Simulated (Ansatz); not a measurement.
**[P2H3]− (SMILES [PH-]P) at SVWN5/STO-3G**

Aim: the energy change on altering one bond length of [P2H3]− at SVWN5/STO-3G, from 2 runs. 

The results are computed with Ansatz 0.2.0.

1 further run of the same task is left out (it didn't finish).

## 1. Starting point

[P2H3]− has 5 atoms, charge -1, and is taken as a singlet. As SMILES, `[PH-]P`. The shape is that of a GFN2-xTB optimisation. This is one conformer, not always the lowest.

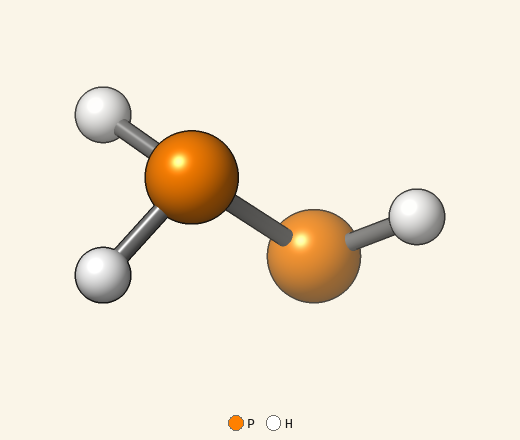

Viewed from a chosen angle; phosphorus orange, hydrogen white.

## 2. A single-point energy at SVWN5/STO-3G

run.yaml

```yaml
crystal:
  periodic: [false, false, false]
  atoms:
    - {symbol: P, position_ang: [0.790170, -1.109400, 0.143810]}
    - {symbol: P, position_ang: [-0.477530, 0.546260, 0.076070]}
    - {symbol: H, position_ang: [0.279530, -1.462550, 1.364400]}
    - {symbol: H, position_ang: [-0.983870, 0.470170, -1.228180]}
    - {symbol: H, position_ang: [0.391690, 1.555520, -0.356110]}
basis:
  gaussian: {orbitals: STO-3G}
accuracy: high
hamiltonian: {xc: {name: SVWN5}}
total_charge: -1
```

On the command line:

```sh
$ ansatz run run.yaml --threads 1 --pin off --max-ram 2610MiB --events-out events.jsonl --progress --plain --runs-dir runs
```

The program printed:

```text
Warning: RAYON_NUM_THREADS=1 ignored (pool sized by the plan → 1); use --threads N
Functional definition: SVWN5
  name "SVWN5"
  exchange = slater_x
  correlation = vwn5_c
371 factors; integrals over basis functions are off by at most 3.4e-9 eV
mean field evaluation 1: about -18337.2404 eV, gradient 1.9e1 eV
mean field evaluation 2: about -18334.6793 eV, gradient 3.0e1 eV
mean field evaluation 4: about -18338.7409 eV, gradient 1.0e0 eV
mean field evaluation 8: about -18338.7211 eV, gradient 3.4e-3 eV
mean field evaluation 16: about -18338.7211 eV, gradient 1.9e-8 eV
mean field -18338.72107719 eV, -673.9355691552 hartree, gradient 2.1e-8 eV, S^2 0.000000; 0 other end points of the search recorded, 0 dependent functions left out
reference -18338.72107883 eV, -673.9355692153 hartree; 17, 17 occupied and 4, 4 virtual orbitals, 371 factors
Total energy: -18338.72107883 eV, -673.9355692153 hartree
```

It took 0.4 s on 1 thread of Intel Xeon 6975P-C (Granite Rapids), shared host.

## 3. The distorted shape

input.yaml

```yaml
crystal:
  periodic: [false, false, false]
  atoms:
    - symbol: P
      position_ang: [0.917840, -1.021106, -0.161361]
    - symbol: P
      position_ang: [-0.349860, 0.634554, -0.229101]
    - symbol: H
      position_ang: [0.279530, -1.462550, 1.364400]
    - symbol: H
      position_ang: [-0.856200, 0.558464, -1.533351]
    - symbol: H
      position_ang: [0.519360, 1.643814, -0.661281]
basis:
  gaussian:
    orbitals: STO-3G
total_charge: -1
hamiltonian:
  xc: {name: SVWN5}
accuracy: high
```

On the command line:

```sh
$ ansatz run input.yaml --threads 1 --pin off --max-ram 2610MiB --events-out events.jsonl --progress --plain --runs-dir runs
```

The program printed:

```text
Warning: RAYON_NUM_THREADS=1 ignored (pool sized by the plan → 1); use --threads N
Functional definition: SVWN5
  name "SVWN5"
  exchange = slater_x
  correlation = vwn5_c
371 factors; integrals over basis functions are off by at most 6.8e-9 eV
mean field evaluation 1: about -18336.5145 eV, gradient 1.9e1 eV
mean field evaluation 2: about -18335.1633 eV, gradient 2.5e1 eV
mean field evaluation 4: about -18338.1733 eV, gradient 1.5e0 eV
mean field evaluation 8: about -18338.1481 eV, gradient 2.1e-2 eV
mean field evaluation 16: about -18338.1481 eV, gradient 7.6e-8 eV
mean field -18338.14813235 eV, -673.9145138208 hartree, gradient 5.7e-9 eV, S^2 0.000000; 0 other end points of the search recorded, 0 dependent functions left out
reference -18338.14813402 eV, -673.9145138818 hartree; 17, 17 occupied and 4, 4 virtual orbitals, 371 factors
Total energy: -18338.14813402 eV, -673.9145138818 hartree
```

Run time: 0.4 s. Hardware: 1 thread of Intel Xeon 6975P-C (Granite Rapids), shared host.

## 4. Summary of results

Level: SVWN5/STO-3G.

```
                                                         quantity          value
                                        first shape: total energy  -673.93557 Eh
                                    distorted shape: total energy  -673.91451 Eh
energy change with the P1–H3 bond stretched from 1.369 to 1.712 Å       0.573 eV
```

What this shows: With the P1–H3 bond stretched from 1.369 to 1.712 Å the energy rises by 0.57 eV (13.2 kcal/mol). The first shape isn't relaxed at this level, so the change isn't measured from a minimum. The minimal basis adds a large error of its own.
